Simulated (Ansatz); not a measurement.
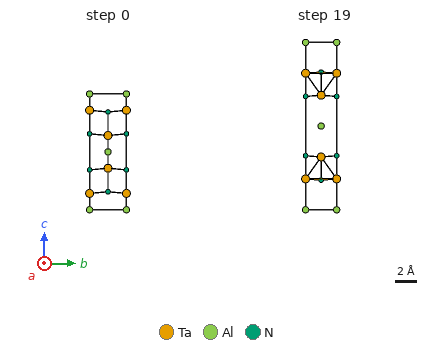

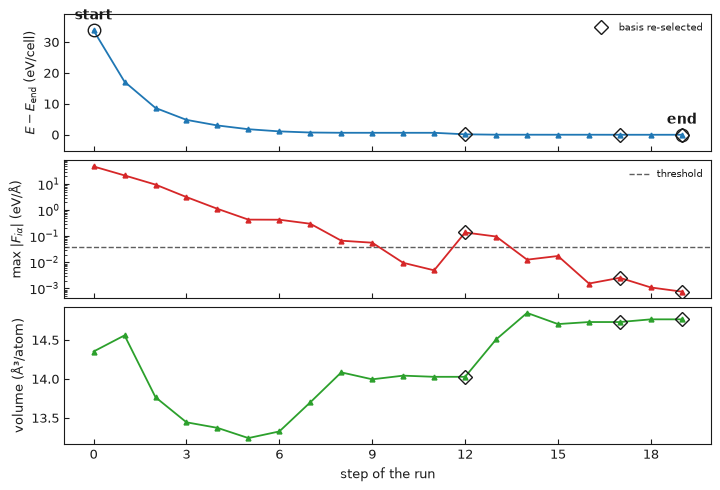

First and last geometry of a relaxation of solid Ta2AlN2 (a generated structure, set up in I4/mmm) (coarse preliminary run), with the history of the run. Style: ball-and-stick. Shown: the conventional cell (2 times the calculation's cell), along the a axis. Lengths and directions refer to the drawn axes.

All numbers below come from DFT PBE, scalar-relativistic, plane waves, PAW in Ansatz. (plane-wave cutoff 420 eV; k-point mesh 6 × 6 × 6; occupations gaussian; smearing width 0.1 eV; no spin polarisation; cell and atoms relaxed; force threshold 0.04 eV/Å; at most 70 steps)

What do the curves and the structures tell?

Answer. It converged. Over 16 accepted moves (19 points after the start) the energy falls by 33.781 eV per cell of the calculation. Largest force component: 48 eV/Å at the start, 0.00075 eV/Å at the end. The pressure goes from 73.33 to 0.02 GPa. The SCF was repeated 3 times at an unchanged geometry on a basis and grid sized afresh for the cell, which shifted the energy by 0.491 eV per cell of the calculation at most. The largest moves relative to the cell, 0.70 Å, are those of Ta atoms. Largest moves by element: Ta 0.70 Å, N 0.35 Å. Al stays in place. The volume changes by +2.9 %, with a = b 3.574 → 3.016 Å (−15.6 %), c 11.237 → 16.237 Å (+44.5 %). Near-neighbour distances that change, for instance: Ta–Ta 3.171 → 5.989 Å, Al–Ta 1.586 → 2.994 Å, Ta–Ta 3.574 → 3.016 Å, Ta–Ta 3.518 → 3.014 Å. Bonds break: Al–Ta (1.59 → 2.99 Å). Among the angles between lasting bonds that change: N–Ta–N 86.3° → 93.1°, Ta–N–Ta 93.7° → 86.9°. The space group stays I4/mmm (No. 139).

```csv
step,"E − E(0), meV/atom","largest force component, eV/Å","pressure, GPa","volume, Å³/atom",note
0,0.00,48.0256,73.33,14.352,
1,-3322.65,21.7503,27.08,14.559,
2,-5020.13,9.6623,17.28,13.766,
3,-5791.47,3.2103,12.05,13.444,
4,-6153.74,1.1372,7.39,13.373,
5,-6396.70,0.4369,7.70,13.242,
6,-6537.27,0.4335,6.80,13.327,
7,-6610.63,0.3035,2.71,13.701,
8,-6628.03,0.0679,-0.82,14.085,
9,-6628.83,0.0568,0.64,13.996,
10,-6628.80,0.0096,-0.32,14.043,
11,-6628.86,0.0049,0.01,14.028,
12,-6727.04,0.1401,5.07,14.028,"same geometry, new basis"
13,-6751.53,0.0982,1.49,14.507,
14,-6753.33,0.0127,-0.69,14.847,
15,-6753.99,0.0175,0.21,14.704,
16,-6753.98,0.0015,0.00,14.730,
17,-6756.16,0.0026,0.20,14.730,"same geometry, new basis"
18,-6756.14,0.0011,0.02,14.765,
19,-6756.20,0.0008,0.02,14.765,"same geometry, new basis"
```
